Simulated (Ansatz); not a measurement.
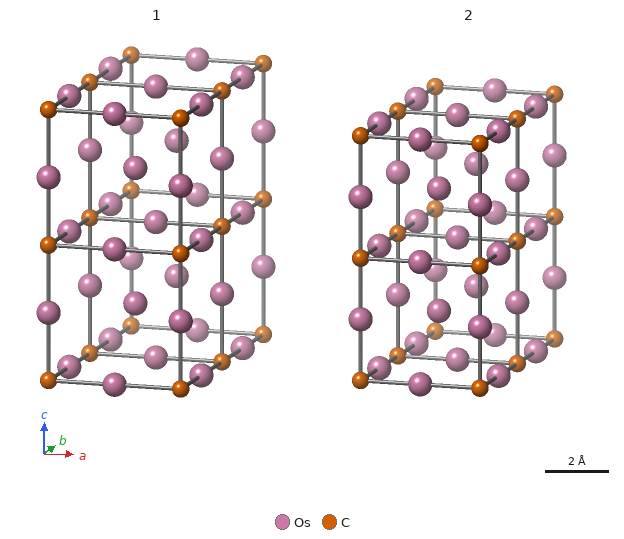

Two geometries of crystalline Os$_{4}$C (a generated structure, set up in Pm-3m) (coarse preliminary run), drawn at one scale. One is the start of a relaxation, the other its converged end. The picture is a ball-and-stick view of the cell of the calculation, repeated 1 × 2 × 2 with one cell outlined, seen slightly off an axis.

The calculation used DFT PBE, scalar-relativistic, plane waves, PAW (Ansatz 0.2.0). Settings: plane-wave cutoff 420 eV; k-point mesh 4 × 4 × 4; occupations gaussian; smearing width 0.1 eV; no spin polarisation; cell and atoms relaxed; force threshold 0.04 eV/Å; at most 70 steps.

Question: Which of the two is the end point?

Answer: Structure 2 is the relaxed one. No atom moves by more than 0.005 Å relative to the cell. Cell: a = b = c 4.462 → 4.031 Å (−9.7 %). Volume −26.3 %. Some distances before and after: Os–Os 3.155 → 2.850 Å, C–Os 2.231 → 2.015 Å. The space group stays Pm-3m (No. 221). The energy falls by 5.100 eV per cell of the calculation in 3 accepted moves (4 points after the start). All forces vanish by symmetry, so only the cell relaxes. The pressure goes from −51.66 to −0.17 GPa. The SCF was repeated once at an unchanged geometry on a basis and grid sized afresh for the cell, which shifted the energy by 12.7 meV per cell of the calculation at most. The run took 6.9 s on 1 thread of Intel(R) Xeon(R) Platinum 8488C (Sapphire Rapids), with other jobs on the host, peak memory 0.41 GiB.
